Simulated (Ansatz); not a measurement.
## CoSi2 (Fm-3m): Drude plasma energy against volume

The cell of CoSi2 (Fm-3m) is scaled evenly and the response computed anew at each volume, on one mesh. The atoms keep their fractional positions.

The structure is cubic, space group Fm-3m (No. 225). Conventional cell: a = 5.356 Å, b = 5.356 Å, c = 5.356 Å, α = 90.00°, β = 90.00°, γ = 90.00°. Co on site a is surrounded by 8 Si at 2.32 Å. Around Si on site c lie 4 Co at 2.32 Å.

Method: Ansatz 0.2.0, PBE, independent particles, k-mesh 14×14×14 with interpolation inside its cells, Gaussian parameter 0.1 eV.

Launch of the response step: `ansatz run input.yaml --threads 4 --pin off --max-ram 8192MiB --backend cpu --events-out ev --progress --plain --runs-dir out`. The series took 1.7 min in all, on 4 threads of Arm Neoverse V1, on a shared host.

| V/V₀ | V (Å³, primitive cell) | Drude plasma energy (eV) |
| --- | --- | --- |
| 0.94 | 36.11 | 6.610 |
| 0.96 | 36.88 | 6.516 |
| 0.98 | 37.64 | 6.425 |
| 1.00 | 38.41 | 6.335 |
| 1.02 | 39.18 | 6.246 |
| 1.04 | 39.95 | ? |
| 1.06 | 40.72 | 6.068 |

For small changes the quantity should be close to linear in ln V.

Working, on the rows shown:

| x = ln(V/V₀) | y = Drude plasma energy |
| --- | --- |
| -0.0618754 | 6.61 |
| -0.040822 | 6.516 |
| -0.0202027 | 6.425 |
| 0 | 6.335 |
| 0.0198026 | 6.246 |
| 0.0582689 | 6.068 |

Means: x̄ = -0.0074714, ȳ = 6.3667. Σ(x − x̄)(y − ȳ) = -0.04212, Σ(x − x̄)² = 0.009356. Slope = -0.04212 / 0.009356 = -4.502; intercept = ȳ − slope · x̄ = 6.333. The line misses the rows shown by at most 0.0027 eV.

Problem. What does the fit predict for the withheld row, and how well does it do?

Solution. At x = 0.039221 the line gives y = 6.1564 eV. The run gave 6.157 eV, so the interpolation is off by 0.00056 eV, 0.1 % of the range in the table.

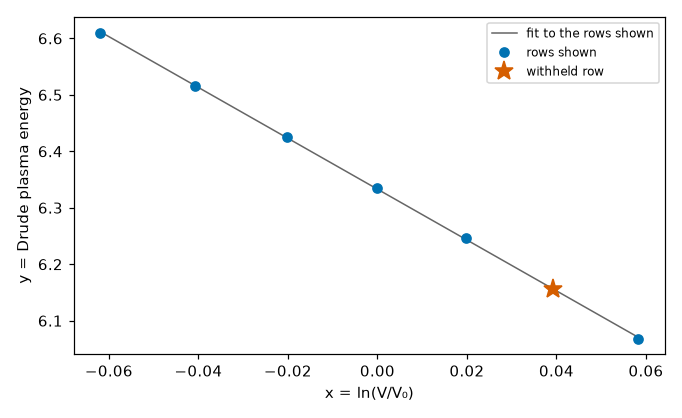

Between the rows on either side of x = 0 the slope is (6.246 − 6.425) / (0.019803 − (-0.020203)) = -4.474. So d ln ωp/d ln V = -0.71; free electrons would give −0.50. The cell comes from an older database entry, whose edges can be off by a per cent or so. The values come from a sum over the points of one k-mesh and carry its error, which is largest for Fermi-surface quantities.
